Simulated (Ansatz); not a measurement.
# Work function of Al(100): what the settings cost and change

How thick a slab and how much vacuum does the work function of Al(100) need?

Main program and level: Ansatz 0.2.0; plane-wave DFT, PBE, Ansatz PAW.

The experiments to compare with:

“Properties of real metallic surfaces: Effects of density functional semilocality and van der Waals nonlocality” (2017, arxiv:1702.08515) quotes from earlier work for Al (clean (100) face, a compiled value): work function (clean (100) face, a compiled value) 4.32 eV.

Report form: the programs' logs are mostly left out.

### 1. Set-up

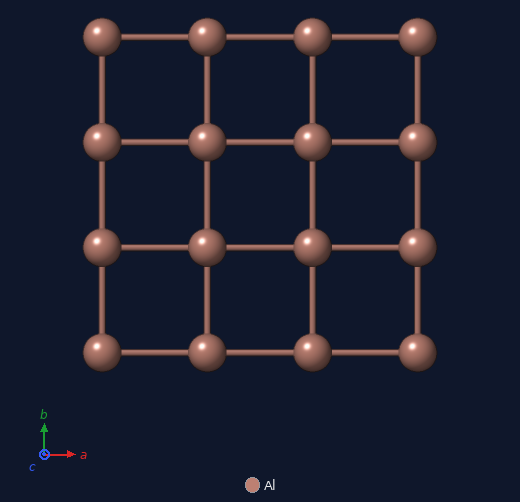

The cell as given, from above (aluminium pink). 4×4×1 cells are drawn.

The cell holds 1 atom: 1 Al. Cell: a = 2.864 Å, b = 2.864 Å, c = 18.000 Å, α = 90.0°, β = 90.0°, γ = 90.0°. Vacuum lies along c.

### 2. Run, setting 1 layer

A work function rests on the faint tail of the density, so the SCF threshold is tight. The slab grows from one layer, at fixed mesh and 18 Å of vacuum; then the vacuum is varied on one slab.

File input.yaml:

```yaml
crystal:
  lattice:
    - [2.8637824638, 0.0, 0.0]
    - [0.0, 2.8637824638, 0.0]
    - [0.0, 0.0, 18.0]
  atoms:
    - { symbol: Al, position: [0.5, 0.5, 0.5] }
kpoints:
  mp_grid: { grid: [14, 14, 1] }
hamiltonian:
  xc: pbe
scf:
  occupations: { method: fermi_dirac, width: 0.1 }
  convergence: { dr2_threshold: 1.0e-09 }
efield:
  axis: 3
  dipole_correction: true
  ramp_position: 0.97
  ramp_width: 0.06
output:
  write_potential: true
  write_density: true
  volumetric_format: npy
  elf: true
```

On the command line:

```
> ansatz run input.yaml --threads 2 --pin off --max-ram 3072MiB --backend cpu --events-out ev --progress --plain --runs-dir out
```

Wall time 8 s (2 threads of AMD EPYC 7R43, shared host); peak memory 0.4 GiB.

This step gave:

```
energy at zero smearing   : -536.3965 eV
work function, upper face : 4.233 eV
```

Running mean over 2.025 Å of the planar mean; the ramp of the sawtooth is left out. The electron's electrostatic potential energy less the Fermi level by z:

```tsv
z (Å)	electron's electrostatic potential energy less the Fermi level (eV)
3	4.23
4	4.23
5	4.22
6	4.14
7	3.35
8	-0.639
9	-3.87
10	-0.639
11	3.35
12	4.14
13	4.22
14	4.23
15	4.23
```

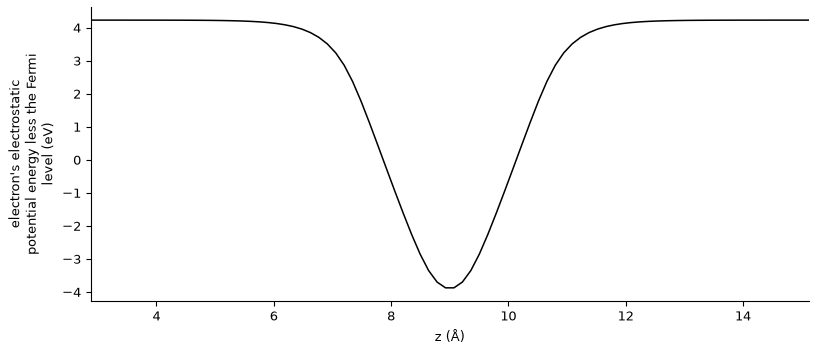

Electron's electrostatic potential energy less the Fermi level against z.

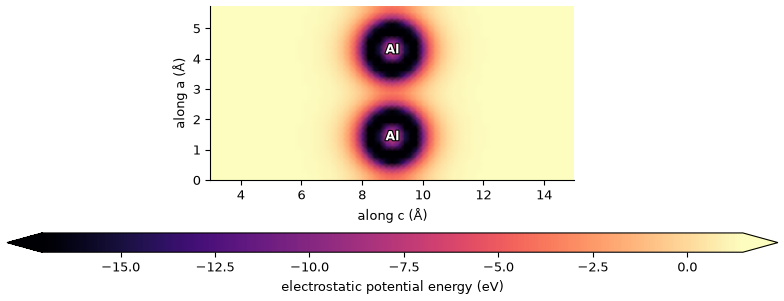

Electrostatic potential energy in the ca plane at fractional y = 0.500, with atoms of Al within 0.2 Å of it. With pseudopotentials it is smooth inside the atoms' cores, unlike the true potential. The far vacuum is left out of the map.

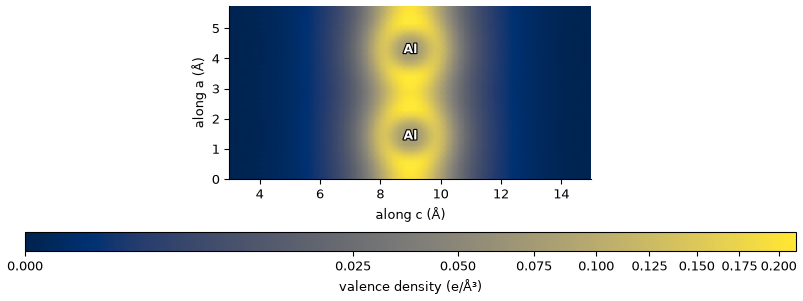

Valence density in the ca plane at fractional y = 0.500, with atoms of Al within 0.2 Å of it. It is the smooth field of the valence electrons, not physical close to the nuclei. The colour scale is stretched toward low values. The far vacuum is left out of the map.

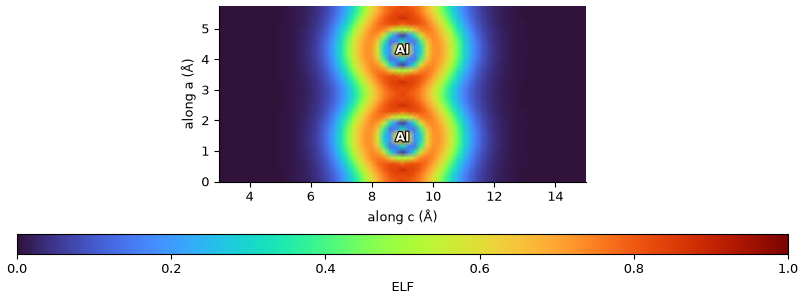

ELF in the ca plane at fractional y = 0.500, with atoms of Al within 0.2 Å of it. It is the smooth field of the valence electrons, not physical close to the nuclei. The far vacuum is left out of the map.

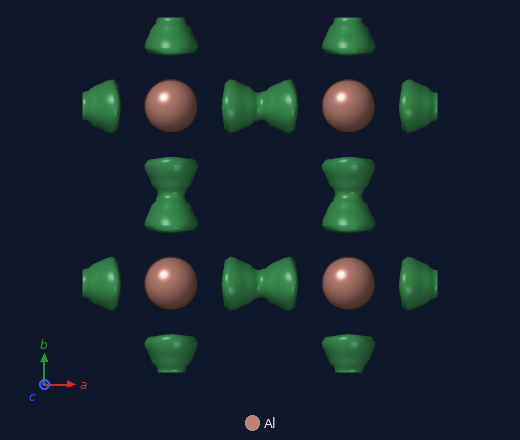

Surface of ELF = 0.8. 2×2×1 cells are drawn.

The work function is 4.233 eV.

### 3. Slab, 2 atoms

System of this step: Al(100). The cell holds 2 atoms: 2 Al. Cell: a = 2.864 Å, b = 2.864 Å, c = 20.025 Å, α = 90.0°, β = 90.0°, γ = 90.0°. Vacuum lies along c.

input.yaml, the sections that differ from step 2:

```yaml
crystal:
  lattice:
    - [2.8637824638, 0.0, 0.0]
    - [0.0, 2.8637824638, 0.0]
    - [0.0, 0.0, 20.025]
  atoms:
    - { symbol: Al, position: [0.5, 0.5, 0.4494382022] }
    - { symbol: Al, position: [0.0, 0.0, 0.5505617978] }
output:
  write_potential: true
  write_density: true
  volumetric_format: npy
# kpoints, hamiltonian, scf, efield: as in step 2
```

Elapsed: 8.9 s, on 2 threads; peak memory 0.44 GiB; 11 s of CPU time.

The work function is 4.420 eV, +0.188 eV from the run “1 layer”, at 1.1 times its CPU time.

### 4. Run, 3 atoms

System of this step: Al(100). The cell holds 3 atoms: 3 Al. Cell: a = 2.864 Å, b = 2.864 Å, c = 22.050 Å, α = 90.0°, β = 90.0°, γ = 90.0°. Vacuum lies along c.

input.yaml, the sections that differ from step 3:

```yaml
crystal:
  lattice:
    - [2.8637824638, 0.0, 0.0]
    - [0.0, 2.8637824638, 0.0]
    - [0.0, 0.0, 22.05]
  atoms:
    - { symbol: Al, position: [0.0, 0.0, 0.4081632653] }
    - { symbol: Al, position: [0.5, 0.5, 0.5] }
    - { symbol: Al, position: [0.0, 0.0, 0.5918367347] }
# kpoints, hamiltonian, scf, efield, output: as in step 3
```

The job ended after 14 s (2 threads; peak memory 0.41 GiB; 18 s of CPU time).

The work function is 4.451 eV, +0.031 eV from the run “2 layers”, at 1.7 times its CPU time.

### 5. Run, 4 atoms

System of this step: Al(100). The cell holds 4 atoms: 4 Al. Cell: a = 2.864 Å, b = 2.864 Å, c = 24.075 Å, α = 90.0°, β = 90.0°, γ = 90.0°. Vacuum lies along c.

input.yaml, the sections that differ from step 4:

```yaml
crystal:
  lattice:
    - [2.8637824638, 0.0, 0.0]
    - [0.0, 2.8637824638, 0.0]
    - [0.0, 0.0, 24.075]
  atoms:
    - { symbol: Al, position: [0.5, 0.5, 0.3738317757] }
    - { symbol: Al, position: [0.0, 0.0, 0.4579439252] }
    - { symbol: Al, position: [0.5, 0.5, 0.5420560748] }
    - { symbol: Al, position: [0.0, 0.0, 0.6261682243] }
# kpoints, hamiltonian, scf, efield, output: as in step 4
```

The job ended after 16 s (2 threads; peak memory 0.44 GiB; 21 s of CPU time).

The work function is 4.289 eV, -0.162 eV from the run “3 layers”, at 1.2 times its CPU time.

### 6. Run, 5 atoms

System of this step: Al(100). The cell holds 5 atoms: 5 Al. Cell: a = 2.864 Å, b = 2.864 Å, c = 26.100 Å, α = 90.0°, β = 90.0°, γ = 90.0°. Vacuum lies along c.

input.yaml, the sections that differ from step 5:

```yaml
crystal:
  lattice:
    - [2.8637824638, 0.0, 0.0]
    - [0.0, 2.8637824638, 0.0]
    - [0.0, 0.0, 26.1]
  atoms:
    - { symbol: Al, position: [0.0, 0.0, 0.3448275862] }
    - { symbol: Al, position: [0.5, 0.5, 0.4224137931] }
    - { symbol: Al, position: [0.0, 0.0, 0.5] }
    - { symbol: Al, position: [0.5, 0.5, 0.5775862069] }
    - { symbol: Al, position: [0.0, 0.0, 0.6551724138] }
# kpoints, hamiltonian, scf, efield, output: as in step 5
```

Wall time 14 s (2 threads); peak memory 0.46 GiB; 20 s of CPU time.

The work function is 4.311 eV, +0.022 eV from the run “4 layers”, at 0.93 times its CPU time.

### 7. Slab, 6 atoms

System of this step: Al(100). The cell holds 6 atoms: 6 Al. Cell: a = 2.864 Å, b = 2.864 Å, c = 28.125 Å, α = 90.0°, β = 90.0°, γ = 90.0°. Vacuum lies along c.

input.yaml, the sections that differ from step 6:

```yaml
crystal:
  lattice:
    - [2.8637824638, 0.0, 0.0]
    - [0.0, 2.8637824638, 0.0]
    - [0.0, 0.0, 28.125]
  atoms:
    - { symbol: Al, position: [0.5, 0.5, 0.32] }
    - { symbol: Al, position: [0.0, 0.0, 0.392] }
    - { symbol: Al, position: [0.5, 0.5, 0.464] }
    - { symbol: Al, position: [0.0, 0.0, 0.536] }
    - { symbol: Al, position: [0.5, 0.5, 0.608] }
    - { symbol: Al, position: [0.0, 0.0, 0.68] }
# kpoints, hamiltonian, scf, efield, output: as in step 6
```

It took 16 s on 2 threads; peak memory 0.5 GiB.

The work function is 4.269 eV, -0.042 eV from the run “5 layers”, at 1.2 times its CPU time.

### 8. Slab, 8 atoms

System of this step: Al(100). The cell holds 8 atoms: 8 Al. Cell: a = 2.864 Å, b = 2.864 Å, c = 32.175 Å, α = 90.0°, β = 90.0°, γ = 90.0°. Vacuum lies along c.

input.yaml, the sections that differ from step 7:

```yaml
crystal:
  lattice:
    - [2.8637824638, 0.0, 0.0]
    - [0.0, 2.8637824638, 0.0]
    - [0.0, 0.0, 32.175]
  atoms:
    - { symbol: Al, position: [0.5, 0.5, 0.2797202797] }
    - { symbol: Al, position: [0.0, 0.0, 0.3426573427] }
    - { symbol: Al, position: [0.5, 0.5, 0.4055944056] }
    - { symbol: Al, position: [0.0, 0.0, 0.4685314685] }
    - { symbol: Al, position: [0.5, 0.5, 0.5314685315] }
    - { symbol: Al, position: [0.0, 0.0, 0.5944055944] }
    - { symbol: Al, position: [0.5, 0.5, 0.6573426573] }
    - { symbol: Al, position: [0.0, 0.0, 0.7202797203] }
# kpoints, hamiltonian, scf, efield, output: as in step 7
```

Elapsed: 27 s, on 2 threads; peak memory 0.56 GiB; 40 s of CPU time.

The work function is 4.260 eV, -0.009 eV from the run “6 layers”, at 1.7 times its CPU time.

### 9. Run, 10 atoms

System of this step: Al(100). The cell holds 10 atoms: 10 Al. Cell: a = 2.864 Å, b = 2.864 Å, c = 36.225 Å, α = 90.0°, β = 90.0°, γ = 90.0°. Vacuum lies along c.

input.yaml, the sections that differ from step 8:

```yaml
crystal:
  lattice:
    - [2.8637824638, 0.0, 0.0]
    - [0.0, 2.8637824638, 0.0]
    - [0.0, 0.0, 36.225]
  atoms:
    - { symbol: Al, position: [0.5, 0.5, 0.248447205] }
    - { symbol: Al, position: [0.0, 0.0, 0.3043478261] }
    - { symbol: Al, position: [0.5, 0.5, 0.3602484472] }
    - { symbol: Al, position: [0.0, 0.0, 0.4161490683] }
    - { symbol: Al, position: [0.5, 0.5, 0.4720496894] }
    - { symbol: Al, position: [0.0, 0.0, 0.5279503106] }
    - { symbol: Al, position: [0.5, 0.5, 0.5838509317] }
    - { symbol: Al, position: [0.0, 0.0, 0.6397515528] }
    - { symbol: Al, position: [0.5, 0.5, 0.6956521739] }
    - { symbol: Al, position: [0.0, 0.0, 0.751552795] }
# kpoints, hamiltonian, scf, efield, output: as in step 8
```

It took 38 s on 2 threads; peak memory 0.64 GiB; 62 s of CPU time.

The work function is 4.299 eV, +0.039 eV from the run “8 layers”, at 1.5 times its CPU time.

### 10. Run, 13 atoms

System of this step: Al(100). The cell holds 13 atoms: 13 Al. Its edges and angles: a = 2.864 Å, b = 2.864 Å, c = 42.300 Å, α = 90.0°, β = 90.0°, γ = 90.0°. Vacuum lies along c.

input.yaml, the sections that differ from step 9:

```yaml
crystal:
  lattice:
    - [2.8637824638, 0.0, 0.0]
    - [0.0, 2.8637824638, 0.0]
    - [0.0, 0.0, 42.3]
  atoms:
    - { symbol: Al, position: [0.0, 0.0, 0.2127659574] }
    - { symbol: Al, position: [0.5, 0.5, 0.2606382979] }
    - { symbol: Al, position: [0.0, 0.0, 0.3085106383] }
    - { symbol: Al, position: [0.5, 0.5, 0.3563829787] }
    - { symbol: Al, position: [0.0, 0.0, 0.4042553191] }
    - { symbol: Al, position: [0.5, 0.5, 0.4521276596] }
    - { symbol: Al, position: [0.0, 0.0, 0.5] }
    - { symbol: Al, position: [0.5, 0.5, 0.5478723404] }
    - { symbol: Al, position: [0.0, 0.0, 0.5957446809] }
    - { symbol: Al, position: [0.5, 0.5, 0.6436170213] }
    - { symbol: Al, position: [0.0, 0.0, 0.6914893617] }
    - { symbol: Al, position: [0.5, 0.5, 0.7393617021] }
    - { symbol: Al, position: [0.0, 0.0, 0.7872340426] }
# kpoints, hamiltonian, scf, efield, output: as in step 9
```

Wall time 57 s (2 threads); peak memory 0.77 GiB; 95 s of CPU time.

The work function is 4.276 eV, -0.024 eV from the run “10 layers”, at 1.5 times its CPU time.

### 11. Run, 7 atoms

System of this step: Al(100). The cell holds 7 atoms: 7 Al. Its edges and angles: a = 2.864 Å, b = 2.864 Å, c = 22.150 Å, α = 90.0°, β = 90.0°, γ = 90.0°. Vacuum lies along c.

input.yaml, the sections that differ from step 10:

```yaml
crystal:
  lattice:
    - [2.8637824638, 0.0, 0.0]
    - [0.0, 2.8637824638, 0.0]
    - [0.0, 0.0, 22.15]
  atoms:
    - { symbol: Al, position: [0.0, 0.0, 0.2257336343] }
    - { symbol: Al, position: [0.5, 0.5, 0.3171557562] }
    - { symbol: Al, position: [0.0, 0.0, 0.4085778781] }
    - { symbol: Al, position: [0.5, 0.5, 0.5] }
    - { symbol: Al, position: [0.0, 0.0, 0.5914221219] }
    - { symbol: Al, position: [0.5, 0.5, 0.6828442438] }
    - { symbol: Al, position: [0.0, 0.0, 0.7742663657] }
# kpoints, hamiltonian, scf, efield, output: as in step 10
```

Run time: 17 s. Hardware: 2 threads; peak memory 0.47 GiB; 27 s of CPU time.

The work function is 4.237 eV. The program marks this work function as in doubt.

### 12. Run, 7 atoms (run 2)

The cell differs from the one that the last finished run ended in (c 22.150 → 26.150 Å).

input.yaml, the sections that differ from step 11:

```yaml
crystal:
  lattice:
    - [2.8637824638, 0.0, 0.0]
    - [0.0, 2.8637824638, 0.0]
    - [0.0, 0.0, 26.15]
  atoms:
    - { symbol: Al, position: [0.0, 0.0, 0.2676864245] }
    - { symbol: Al, position: [0.5, 0.5, 0.345124283] }
    - { symbol: Al, position: [0.0, 0.0, 0.4225621415] }
    - { symbol: Al, position: [0.5, 0.5, 0.5] }
    - { symbol: Al, position: [0.0, 0.0, 0.5774378585] }
    - { symbol: Al, position: [0.5, 0.5, 0.654875717] }
    - { symbol: Al, position: [0.0, 0.0, 0.7323135755] }
# kpoints, hamiltonian, scf, efield, output: as in step 11
```

Run time: 16 s. Hardware: 2 threads; peak memory 0.5 GiB; 26 s of CPU time.

The work function is 4.245 eV, +0.008 eV from the run “7 layers, 10 Å of vacuum”, at 0.97 times its CPU time.

### 13. Slab, 7 atoms

The cell differs from the one that the last finished run ended in (c 26.150 → 38.150 Å).

input.yaml, the sections that differ from step 12:

```yaml
crystal:
  lattice:
    - [2.8637824638, 0.0, 0.0]
    - [0.0, 2.8637824638, 0.0]
    - [0.0, 0.0, 38.15]
  atoms:
    - { symbol: Al, position: [0.0, 0.0, 0.3407601573] }
    - { symbol: Al, position: [0.5, 0.5, 0.3938401048] }
    - { symbol: Al, position: [0.0, 0.0, 0.4469200524] }
    - { symbol: Al, position: [0.5, 0.5, 0.5] }
    - { symbol: Al, position: [0.0, 0.0, 0.5530799476] }
    - { symbol: Al, position: [0.5, 0.5, 0.6061598952] }
    - { symbol: Al, position: [0.0, 0.0, 0.6592398427] }
# kpoints, hamiltonian, scf, efield, output: as in step 12
```

The job ended after 21 s (2 threads; peak memory 0.56 GiB; 36 s of CPU time).

The work function is 4.245 eV, +0.000 eV from the run “7 layers, 14 Å of vacuum”, at 1.4 times its CPU time.

### 14. Side by side

Times are for 2 threads of AMD EPYC 7R43, shared host. The runs compared:

```tsv
no.	setting	work function, upper face (eV)	time	memory (GiB)
1	1 layer	4.233	8 s	0.4
2	2 layers	4.420	8.9 s	0.44
3	3 layers	4.451	14 s	0.41
4	4 layers	4.289	16 s	0.44
5	5 layers	4.311	14 s	0.46
6	6 layers	4.269	16 s	0.5
7	8 layers	4.260	27 s	0.56
8	10 layers	4.299	38 s	0.64
9	13 layers	4.276	57 s	0.77
10	7 layers, 10 Å of vacuum	4.237	17 s	0.47
11	7 layers, 14 Å of vacuum	4.245	16 s	0.5
12	7 layers, 26 Å of vacuum	4.245	21 s	0.56
```

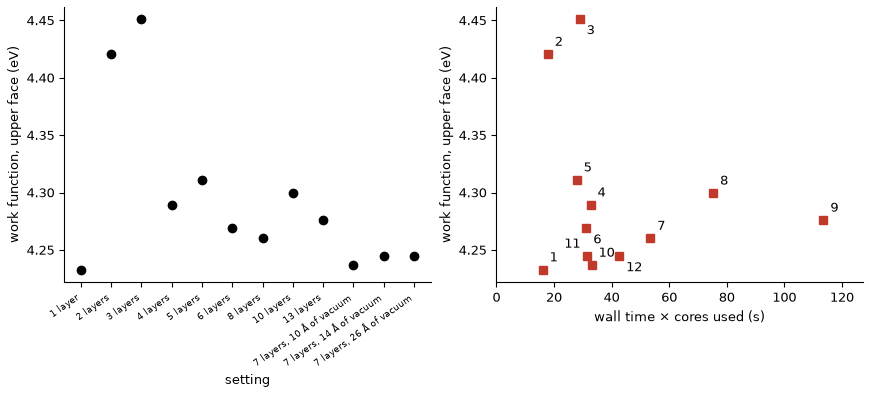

The series as plots; the last panel sets the first result against cost, with the runs numbered as in the table.

### 15. Varying the input

System of this step: Al(100) monolayer. The cell holds 1 atom: 1 Al. Its edges and angles: a = 2.864 Å, b = 2.864 Å, c = 18.000 Å, α = 90.0°, β = 90.0°, γ = 90.0°. Vacuum lies along c.

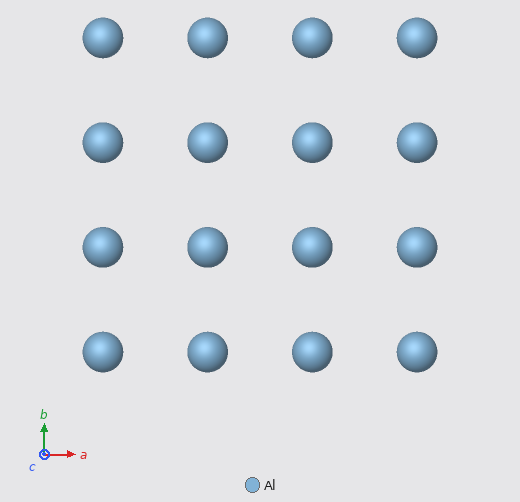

The cell of this step (aluminium light blue). 4×4×1 cells are drawn.

An input spoilt on purpose, to show how the run answers: it repeats the earlier run “1 layer” with crystal.atoms[0].symbol from Al to al, and scf.max_iter set to 80; its output block differs too.

input.yaml, the sections that differ from step 13:

```yaml
crystal:
  lattice:
    - [2.8637824638, 0.0, 0.0]
    - [0.0, 2.8637824638, 0.0]
    - [0.0, 0.0, 18.0]
  atoms:
    - { symbol: al, position: [0.5, 0.5, 0.5] }
scf:
  occupations: { method: fermi_dirac, width: 0.1 }
  convergence: { dr2_threshold: 1.0e-09 }
  max_iter: 80
# kpoints, hamiltonian, efield, output: as in step 13
```

Elapsed: 0.06 s, on 2 threads; peak memory 0.06 GiB.

The program refused the input before any cycle.

The program's message: “Error: YAML parse error: error: line 7 column 17: `al` is not an element symbol (H … Og, case-exact)”

The fault put into the input: an unknown element.

### 16. Outcome

```json
{
 "work function, 1 layer": "4.233 eV",
 "work function, 3 layers": "4.451 eV",
 "work function, 6 layers": "4.269 eV",
 "work function, 13 layers": "4.276 eV"
}
```

The thickest slab gives 4.28 eV, and the settings tried spread the value from 4.23 to 4.45 eV. At 18 Å of vacuum, the slabs from 4 layers on stay within 0.04 eV of the thickest. Going from 10 to 26 Å of vacuum moves it by 0.008 eV. The program marks the value as in doubt in “7 layers, 10 Å of vacuum”. The ladder's slabs use the tabulated experimental lattice constant (two decimals; a low-temperature value for the alkali metals). In 1 run of the series (7 layers, 10 Å of vacuum) the program warns that electrons reach the sawtooth's ramp, which makes dipole and work function less sure.

Calculation against experiment:

```
                                               quantity  measured        13 layers
work function (clean (100) face, a compiled value) (eV)      4.32  4.28 (-0.04 eV)
```

Measured values from arxiv:1702.08515 (2017).

Verdict: The work function is off by -0.04 eV: good agreement. The grades are ours: good and fair within 3 and 7 % for the work function. No cell relaxation is part of this session.

[Logs are printed without paths, hosts, clocks, repeated set-up lines and the standing remarks that a program may print on its own settings, such as how far it seeks lower states.]

[Hosts, paths, dates, database ids (printed as entryN), source tags and the programs' standing remarks are cut or masked in the printed files.]

[Maps of the electrostatic potential energy from Ansatz leave out the sawtooth potential of an applied field or a dipole correction, so their vacuum need not be flat; planar profiles and work functions include it.]
